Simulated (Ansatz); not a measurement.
# Y2Ti2S2O5 (I4/mmm): a many-body input that goes wrong, and its mend

What is wrong with this input for Y2Ti2S2O5 (I4/mmm)?

Main program and level: Ansatz 0.2.0; G0W0 on r2SCAN, plane waves, PAW; PAW set soft_1.

### Step 1. Set-up

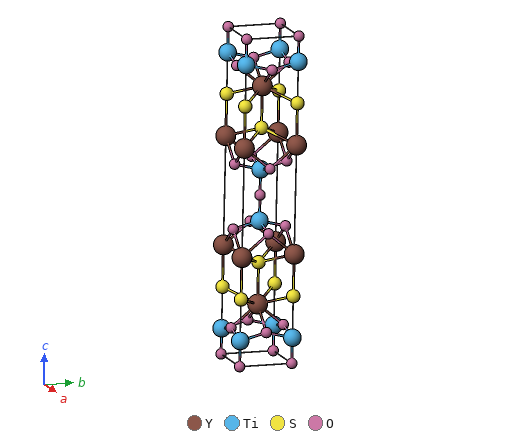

The cell as given, slightly off an axis (yttrium brown, titanium blue, sulfur yellow, oxygen pink). This picture shows the conventional cell, with its axes. Some periodic images of atoms are drawn too.

Coordinates:

```cif
data_structure
_symmetry_space_group_name_H-M 'I4/mmm'
_symmetry_Int_Tables_number 139
_cell_length_a 3.7960
_cell_length_b 3.7960
_cell_length_c 23.0907
_cell_angle_alpha 90.000
_cell_angle_beta 90.000
_cell_angle_gamma 90.000
_cell_volume 332.73
loop_
_atom_site_label
_atom_site_type_symbol
_atom_site_symmetry_multiplicity
_atom_site_Wyckoff_symbol
_atom_site_fract_x
_atom_site_fract_y
_atom_site_fract_z
_atom_site_occupancy
Y1 Y 4 e 0.50000 0.50000 0.16670 1
Ti1 Ti 4 e 0.50000 0.50000 0.42149 1
S1 S 4 e 0.50000 0.50000 0.29475 1
O1 O 2 a 0.00000 0.00000 0.00000 1
O2 O 8 g 0.00000 0.50000 0.40080 1
```

The cell and positions are those that the Materials Project relaxed with its own functionals (PBE, PBE+U or r2SCAN), kept fixed.

### Step 2. First try

input.yaml reads:

```yaml
crystal:
  lattice:
    - [-1.898002, 1.898002, 11.54533]
    - [1.898002, -1.898002, 11.54533]
    - [1.898002, 1.898002, -11.54533]
  atoms:
    - { symbol: "Y", position: [0.666698, 0.666698, 0.0] }
    - { symbol: "Y", position: [0.333302, 0.333302, 0.0] }
    - { symbol: Ti, position: [0.921493, 0.921493, 0.0] }
    - { symbol: Ti, position: [0.078507, 0.078507, 0.0] }
    - { symbol: S, position: [0.794752, 0.794752, 0.0] }
    - { symbol: S, position: [0.205248, 0.205248, 0.0] }
    - { symbol: O, position: [0.0, 0.0, 0.0] }
    - { symbol: O, position: [0.900805, 0.400805, 0.5] }
    - { symbol: O, position: [0.599195, 0.099195, 0.5] }
    - { symbol: O, position: [0.400805, 0.900805, 0.5] }
    - { symbol: O, position: [0.099195, 0.599195, 0.5] }
kpoints:
  mp_grid: { grid: [4, 4, 4] }
hamiltonian:
  xc: r2scan
  pseudopotentials: { kind: paw, azcp: { folder: soft_1 } }
scf:
  occupations: { method: fixed }
gw:
  n_empty_bands: 270
  ecut_chi: 10
  qp_bands: [v3, c3]
  qp_kpoints: band_edges
  screening: { model: contour_deformation }
```

Command:

```sh
$ ansatz run input.yaml --threads 3 --pin off --max-ram 92160MiB --backend cuda --events-out ev --progress --plain --runs-dir out --devices 1 --max-vram 13GiB
```

Numbers of over 12 decimals in the logs are rounded to 6 here.

Log:

```text
GPUs: using 1 of 1 available (devices: 1).
Engine: ansatz 0.2.0, x86_64-unknown-linux-gnu
Pseudopotentials: kind: paw
Pseudopotential: Y, paw, valence charge 11, recommended cutoff 500 eV (meta_gga), soft_1/Y.paw.azcp
Pseudopotential: Ti, paw, valence charge 12, recommended cutoff 500 eV (meta_gga), soft_1/Ti.paw.azcp
Pseudopotential: S, paw, valence charge 6, recommended cutoff 500 eV (meta_gga), soft_1/S.paw.azcp
Pseudopotential: O, paw, valence charge 6, recommended cutoff 500 eV (meta_gga), soft_1/O.paw.azcp
Functional definition: r2SCAN
  parameter k0 = 0.174
  parameter k1 = 0.065
  parameter a1 = 4.9479
  exchange = r2scan_x(k0 = k0, k1 = k1, a1 = a1)
  correlation = r2scan_c
device memory: the entry about to start is reckoned to put 4.6 GiB on a device that reports 51.3 GiB free (of which the cap on the GPU budget leaves the run 13.0 GiB)
GPU FFT provider: cuFFT
GPU libraries: cuBLAS 13.8.2, cuFFT 12.4.0, cuSOLVER 12.3.4
Crystal: 11 atoms, lattice volume = 166.364 Å³
Basis set: ecut = 500 eV, 4231 PW (Γ), exchange–correlation on 360×360×360 points (64 copies of the dense FFT grid, shifted against one another)
Bands: 55, of which v1, the nominal top of the filled ones, is band 44 counted from 1 (43 counted from 0)
Symmetry: 16 space group operations
Space group: I4/mmm (ITA 139), of the structure as read, at distance tolerance 5.5e-5 Å
k-points: 13 of 64
Non-local potential: Y, projectors of the file, l = 0: 3, l = 1: 2, l = 2: 2, l = 3: 1
Non-local potential: Ti, projectors of the file, l = 0: 3, l = 1: 2, l = 2: 3, l = 3: 1
Non-local potential: S, projectors of the file, l = 0: 2, l = 1: 2, l = 2: 1
Non-local potential: O, projectors of the file, l = 0: 2, l = 1: 2, l = 2: 1
PAW form: soft (Blöchl's): semilocal exchange-correlation on the pseudo side does not see the compensation charge
PAW frozen core: Y, regenerated for the run's functional (the file was generated under x = pbe(κ = 0.804, μ = 0.219515), c = pbe(β = 0.066725))
PAW frozen core: Ti, regenerated for the run's functional (the file was generated under x = pbe(κ = 0.804, μ = 0.219515), c = pbe(β = 0.066725))
PAW frozen core: S, regenerated for the run's functional (the file was generated under x = pbe(κ = 0.804, μ = 0.219515), c = pbe(β = 0.066725))
PAW frozen core: O, regenerated for the run's functional (the file was generated under x = pbe(κ = 0.804, μ = 0.219515), c = pbe(β = 0.066725))
PAW one-centre angular grid: Y, 590 points (default); XC on 160 Gauss nodes
PAW one-centre angular grid: Ti, 590 points (default); XC on 160 Gauss nodes
PAW one-centre angular grid: S, 302 points (default); XC on 160 Gauss nodes
PAW one-centre angular grid: O, 302 points (default); XC on 160 Gauss nodes
Initial density: superposition of atomic densities (chi_scale 0.1, normalization cell, long waves of neutral atoms (reshape's long-wave potential 2.92 eV rms, cloud 2.95 Å wide))
Initial wavefunctions: pseudopotential atomic-orbital guess
GPU buffer pool allocated for 729000 grid points (all kernels)
GPU transforms: local potential and band sums: pruned to the plane-wave sphere, on 90×90×90
Functional: x = r2scan, c = r2scan; τ floored in thin density (d = 2e-4 eV/Å³)
SCF iter   1: F=—  HF=-17406.010356 eV  |F-HF|=—  |Δ(HF+E_count)|=         —  Δρ=4.90e-2  dr2=1.19e1  dr2_τ=5.29e-1  ethr=3.10e-3  ⟨swp⟩=5.5  Hψ=2454  notcnv=0  defer=97
preconditioner: auto → Resta (q_TF=auto, 2.454 Å⁻¹)  ε∞=4.0  [insulator: Δε(μ)=2.456 eV  Ē_g=13.601 eV  n_scr=44 (ndim 8)  ℏωp=23.7 eV  f_vac=0.046  ε∞_Penn≈4.0]
SCF iter   2: F=—  HF=-17404.922671 eV  |F-HF|=—  |Δ(HF+E_count)|=    1.09e0  Δρ=2.41e-2  dr2=1.68e0  dr2_τ=7.97e-2  ethr=3.10e-3  ⟨swp⟩=3.8  Hψ=1545  notcnv=0  defer=104
SCF iter   3: F=—  HF=-17404.955320 eV  |F-HF|=—  |Δ(HF+E_count)|=   3.26e-2  Δρ=1.07e-2  dr2=2.38e-1  dr2_τ=1.09e-2  ethr=1.91e-3  ⟨swp⟩=2.0  Hψ=1051  notcnv=0  defer=91
[...]
valence top: of the k-points left out ik 6 came nearest to being solved in a further pass, in band 44 (counted from 1, as in the quasiparticle table): it holds the edge there only if its correction is more favourable than any solved in that band by at least 0.701 eV; those differ by 0.109 eV
    conduction bottom: of the k-points left out ik 6 came nearest to being solved in a further pass, in band 45 (counted from 1, as in the quasiparticle table): it holds the edge there only if its correction is more favourable than any solved in that band by at least 0.439 eV; those differ by 0.095 eV
  `?` marks the rows in doubt; gw_qp.tsv's column doubts and the gw_qp event give each row's grounds
    ik  band        ε_KS         Σx   Σc(E_QP)       V_xc       Z   E_QP_lin       E_QP  E_QP is
     0    42      8.1031   -19.2013     2.6988   -16.4526  0.8209     8.0531     8.0531  root
     0    43      8.3820   -18.7939     2.6569   -16.1907  0.8261     8.4357     8.4358  root
     0    44      8.3820   -18.7939     2.6569   -16.1907  0.8261     8.4357     8.4358  root
     0    45      9.5352   -12.6468    -5.0320   -20.6373  0.7942    12.7205    12.4937  root ?
     0    46      9.5589   -12.6754    -5.0553   -20.7017  0.7937    12.7606    12.5300  root ?
     0    47     10.7484   -13.9218    -5.1272   -21.7412  0.7807    13.6692    13.4406  root ?
     1    42      7.2862   -19.3270     2.9094   -16.2981  0.8131     7.1665     7.1667  root
     1    43      7.6490   -18.7516     2.8086   -15.9180  0.8185     7.6240     7.6240  root
     1    44      7.7020   -18.8779     2.6215   -16.2641  0.8188     7.7097     7.7097  root
     1    45     10.0513   -13.7400    -4.9434   -21.6542  0.7932    13.2438    13.0221  root ?
     1    46     10.2617   -13.6697    -5.0250   -21.5492  0.7888    13.3448    13.1161  root ?
     1    47     10.6697   -13.7931    -5.3942   -22.0060  0.7775    13.7413    13.4883  root ?
     3    42      7.5515   -19.2822     2.8241   -16.3619  0.8168     7.4551     7.4553  root
     3    43      7.7012   -18.5226     2.7092   -15.8605  0.8193     7.7482     7.7482  root
     3    44      8.1139   -18.8528     2.5567   -16.3715  0.8222     8.1893     8.1893  root
     3    45     10.1214   -13.6175    -4.8999   -21.3961  0.7928    13.2175    13.0001  root ?
     3    46     10.2905   -13.5891    -5.2167   -21.6342  0.7830    13.3598    13.1189  root ?
     3    47     10.3085   -13.6056    -5.2271   -21.6694  0.7828    13.3873    13.1451  root ?
     8    42      8.0611   -19.0795     2.6974   -16.3202  0.8201     7.9993     7.9993  root
     8    43      8.3819   -18.7877     2.6564   -16.1859  0.8261     8.4364     8.4365  root
     8    44      8.3819   -18.7877     2.6564   -16.1859  0.8261     8.4364     8.4365  root
     8    45      9.5358   -12.6486    -5.0344   -20.6425  0.7941    12.7224    12.4954  root ?
     8    46      9.5583   -12.6735    -5.0527   -20.6963  0.7938    12.7586    12.5283  root ?
     8    47     10.7508   -13.9169    -5.1327   -21.7468  0.7806    13.6765    13.4481  root ?
     9    42      7.5336   -19.1067     2.8119   -16.2187  0.8166     7.4574     7.4574  root
     9    43      7.7000   -18.4972     2.7060   -15.8426  0.8193     7.7513     7.7513  root
     9    44      8.0533   -18.8594     2.5645   -16.3756  0.8208     8.1340     8.1341  root
     9    45     10.1073   -13.6138    -4.9201   -21.4301  0.7929    13.2227    13.0035  root ?
     9    46     10.2837   -13.5781    -5.1970   -21.5898  0.7834    13.3382    13.0984  root ?
     9    47     10.3155   -13.6131    -5.2514   -21.7151  0.7823    13.4112    13.1661  root ?
    11    42      7.2664   -19.0111     2.8784   -16.0485  0.8130     7.1822     7.1823  root
    11    43      7.6090   -19.1310     2.6460   -16.5234  0.8163     7.6474     7.6474  root
    11    44      7.6470   -18.7082     2.8139   -15.8656  0.8186     7.6183     7.6183  root
    11    45     10.0559   -13.7307    -4.9495   -21.6536  0.7930    13.2512    13.0292  root ?
    11    46     10.2434   -13.6757    -5.0120   -21.5321  0.7894    13.3163    13.0879  root ?
    11    47     10.6456   -13.6555    -5.3878   -21.8600  0.7782    13.7164    13.4623  root ?
    12    42      8.0184   -18.9516     2.6971   -16.1801  0.8194     7.9439     7.9440  root
    12    43      8.3818   -18.7815     2.6558   -16.1811  0.8261     8.4371     8.4372  root
    12    44      8.3818   -18.7815     2.6558   -16.1811  0.8261     8.4371     8.4372  root
    12    45      9.5365   -12.6505    -5.0372   -20.6483  0.7941    12.7246    12.4972  root ?
    12    46      9.5576   -12.6715    -5.0499   -20.6903  0.7938    12.7564    12.5264  root ?
    12    47     10.7533   -13.9120    -5.1383   -21.7523  0.7805    13.6837    13.4553  root ?
[key lines of the parts left out:]
SCF converged after 11 iterations
Free energy (F): -17404.969774 eV
Fermi energy:    8.382042 eV
```

It took 43 s on 1 × NVIDIA H100 80GB HBM3 (shared by 6 runs) with 3 threads of AMD EPYC 7R13 (Zen 3), shared host; peak memory 3.5 GiB.

Q: What is the fault?

The run ended normally, though the input holds a fault or crude settings.

The fault: screening cutoff of 10 eV. Nearly all local fields and short-range correlation are left out.

It printed a gap of 4.06 eV, which is an artefact of the settings.

### Step 3. A better input

G0W0 replaces the xc potential by the self-energy, built once from these orbitals. Only a window of levels is corrected, while the sums run over the empty bands that the input names. This step takes PAW set soft_1 files.

input.yaml, as its differences from that of step 2:

```diff
@@ -18,3 +18,3 @@
 kpoints:
-  mp_grid: { grid: [4, 4, 4] }
+  mp_grid: { grid: [6, 6, 6] }
 hamiltonian:
@@ -25,4 +25,4 @@
 gw:
-  n_empty_bands: 270
-  ecut_chi: 10
+  n_empty_bands: 355
+  ecut_chi: 96
   qp_bands: [v3, c3]
```

Log:

```text
GPUs: using 1 of 1 available (devices: 1).
[...]
GPU FFT provider: cuFFT
GPU libraries: cuBLAS 13.8.2, cuFFT 12.4.0, cuSOLVER 12.3.4
Crystal: 11 atoms, lattice volume = 166.364 Å³
Basis set: ecut = 500 eV, 4231 PW (Γ), exchange–correlation on 360×360×360 points (64 copies of the dense FFT grid, shifted against one another)
Bands: 55, of which v1, the nominal top of the filled ones, is band 44 counted from 1 (43 counted from 0)
Symmetry: 16 space group operations
[...]
k-points: 30 of 216
[...]
GPU buffer pool allocated for 729000 grid points (all kernels)
[...]
SCF iter   1: F=—  HF=-17406.018365 eV  |F-HF|=—  |Δ(HF+E_count)|=         —  Δρ=4.90e-2  dr2=1.19e1  dr2_τ=5.29e-1  ethr=3.10e-3  ⟨swp⟩=5.4  Hψ=5658  notcnv=0  defer=231
[...]
0    42      8.1002   -19.2194     2.4240   -16.4540  0.7670     7.7571     7.7588  root
     0    43      8.3786   -18.7301     2.1534   -16.1908  0.7773     7.9908     7.9927  root
     0    44      8.3786   -18.7301     2.1534   -16.1908  0.7773     7.9908     7.9927  root
     0    45      9.5379   -12.6887    -6.7179   -20.6364  0.7312    10.7996    10.7677  root
     0    46      9.5617   -12.7158    -6.7504   -20.7008  0.7304    10.8287    10.7963  root
     0    47     10.7513   -13.9104    -6.5804   -21.7404  0.7123    12.0463    12.0009  root
     1    42      7.3858   -18.5940     2.4235   -15.7972  0.7655     7.0102     7.0125  root
     1    43      7.9210   -18.5305     2.2165   -15.9140  0.7737     7.5188     7.5210  root
[...]
29    44      8.3783   -18.7180     2.1500   -16.1812  0.7773     7.9897     7.9916  root
    29    45      9.5393   -12.6917    -6.7250   -20.6474  0.7310    10.8020    10.7700  root
    29    46      9.5604   -12.7126    -6.7431   -20.6894  0.7305    10.8262    10.7940  root
    29    47     10.7563   -13.9004    -6.6009   -21.7516  0.7120    12.0523    12.0066  root
[key lines of the parts left out:]
SCF converged after 10 iterations
Free energy (F): -17404.981780 eV
Fermi energy:    8.378582 eV
```

Run time: 7.3 min. Hardware: 1 × NVIDIA H100 80GB HBM3 (shared by 6 runs) with 3 threads; peak memory 4.9 GiB.

Numbers from this step:

```
bands summed                                 : 399
RPA ε∞ on this mesh (eigenvalues)            : 5.708, 5.708, 5.791
plane waves in the screening matrix          : 343
q-points in the mesh                         : 216
G0W0 gap on the mesh                         : 2.775 eV
k of the valence top                         : 0, 0, 0
k of the conduction bottom                   : 0, 0, 0
starting gap on the mesh                     : 1.159 eV
Z at the valence top                         : 0.7773
Z at the conduction bottom                   : 0.7312
least direct G0W0 gap on the computed points : 2.775 eV
```

The gap on the mesh goes from 1.16 eV to 2.78 eV, a correction of +1.62 eV. Between the two edge states, bare exchange in place of the xc potential would open the gap by 10.49 eV, and correlation takes back 8.87 eV.

### Step 4. Summary of results

* first try: converged after 43 s
* better run: G0W0 gap on the mesh 2.78 eV (6×6×6 mesh, 355 empty bands, screening to 96 eV, PAW set soft_1 files)

In words: The second run differs in: mesh, empty bands and screening cutoff (eV). Bands and cutoff are finite, so the gap is not at the basis limit. The miss can reach some tenths of an eV and take either sign; the mesh is an error of its own. The many-body steps are scalar-relativistic: spin-orbit coupling is not in them.

[Paths, hosts, dates, memory and timing lines, banners, echoed tables and standing remarks are left out of the program output.]

[Logs are printed without paths, hosts, clocks, repeated set-up lines and the standing remarks that a program may print on its own settings, such as how far it seeks lower states.]

[Runs of the session that timed out or met a known fault of the program may be left out.]

[Cells called generated may have been cut or substituted from an entry of the Crystallography Open Database or the Materials Project.]

[Hosts, paths, dates, database ids (printed as entryN), source tags and the programs' standing remarks are cut or masked in the printed files.]
